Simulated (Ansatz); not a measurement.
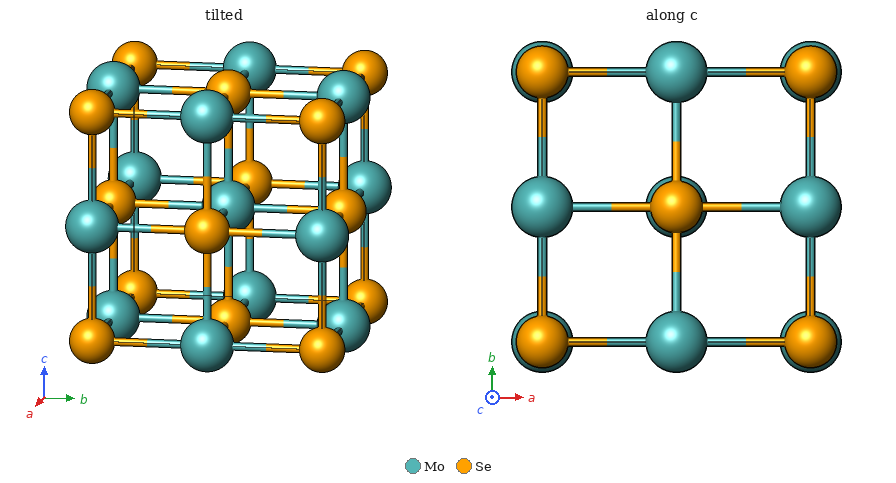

The image is a ball-and-stick drawing of a crystal, viewed slightly off an axis and along the c axis. The drawn cell (a repeat of the simulation cell) is outlined; an atom on or near a face, edge or corner is repeated at each equivalent position.

MoSe, a = 5.337 Å, b = 5.365 Å, c = 5.365 Å, α = 90.00°, β = 90.00°, γ = 90.00°. Strictly the space group is I4/mmm (No. 139, within 0.01 Å). It is a distorted form of a face-centred cubic structure, space group Fm-3m (No. 225) within 0.25 Å: rock salt (NaCl type). It goes back to a structure type filled with these elements by a generator (whether the compound takes this form wasn't checked). Earlier steps of the study, as a rule a relaxation of our own, may have changed the cell and positions, so they can lie some per cent off the listed ones. A calculation with Ansatz used it as input.

This one geometry was computed with Ansatz (DFT, plane waves, PAW) at four levels of theory: PBEsol, LDA, r2SCAN and PBE with spin-orbit coupling.

Q: Which level gives the highest pressure at this volume, and what does that say about its equilibrium volume?

A: Highest: r2SCAN (3.2 GPa), which points to the largest equilibrium volume. Lowest, with the smallest volume: LDA (-11.5 GPa). Levels within 0.5 GPa of each other can't be told apart.

Q: How does the band gap change with the level of theory?

A: All levels give a metal.

Q: Collect the results in a table.

A:
| level | cutoff (eV) | k-mesh of the run's cell | gap (eV) | pressure (GPa) | absolute moment (μB/atom) |
| --- | --- | --- | --- | --- | --- |
| PBEsol | 420 | 12×12×6 | metal | -6.1 | 1.26 |
| LDA | 420 | 12×12×6 | metal | -11.5 | 1.02 |
| r2SCAN | 500 | 12×12×6 | metal | 3.2 | 1.57 |
| PBE with spin-orbit coupling | 420 | 12×12×6 | metal | 0.0 | 1.33 |

Gaps are taken on the k-mesh or band path of each run.
